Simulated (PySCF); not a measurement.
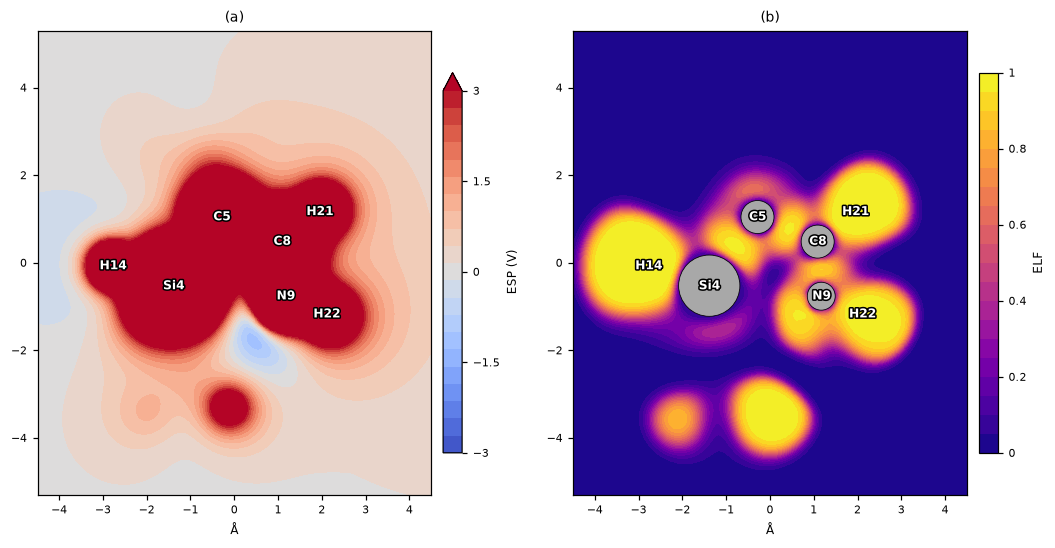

Figure 1: C6H13NOSi (SMILES [H]/N=C/C(C)(C)[SiH2]C(C)=O). (a) electrostatic potential; (b) ELF on the plane of atoms Si4, C5 and C8. Grey discs cover the atomic cores in the ELF map.

Geometry: GFN2-xTB.

Method: PySCF, PBE0/pcSseg-1, SCF density, gas phase, non-relativistic.

```xyz
22

C     2.9056    1.2359    0.6896
C     1.8817    0.1366    0.7003
O     1.7521   -0.6094    1.6457
Si    0.7790   -0.0332   -0.8618
C    -1.0006   -0.4589   -0.2928
C    -1.0815   -1.7812    0.4686
C    -1.9915   -0.4761   -1.4575
C    -1.3380    0.6694    0.6116
N    -0.4982    1.6035    0.6575
H     3.4940    1.2405    1.6046
H     2.3865    2.1837    0.5737
H     3.5531    1.1019   -0.1736
H     0.8573    1.1591   -1.6991
H     1.2782   -1.1913   -1.6279
H    -2.0825   -1.9386    0.8718
H    -0.3691   -1.7904    1.2896
H    -0.8490   -2.6075   -0.1991
H    -1.7410   -1.2822   -2.1429
H    -3.0101   -0.6334   -1.1012
H    -1.9563    0.4627   -2.0056
H    -2.2762    0.6377    1.1779
H    -0.7041    2.3906    1.2698
```

### What does the map show?

Atoms in the plane: Si, C, N and H. C–N (1.26 Å): the ELF peaks at about 0.90 between the atoms; a multiple bond. C–C (1.48 Å): the ELF peaks at about 0.95 between the atoms; localised, covalent bonding. C–Si (1.92 Å): the ELF peaks at about 0.95 between the atoms (localised, covalent bonding). N–H (1.02 Å): the ELF climbs to about 1 towards the hydrogen, as it does in any bond to H: an ordinary covalent bond to hydrogen. C–H (1.10 Å): the ELF climbs to about 1 towards the hydrogen; a covalent bond by its length. Outside the dense part of the molecule the potential is most negative (−1.1 V) near N9.
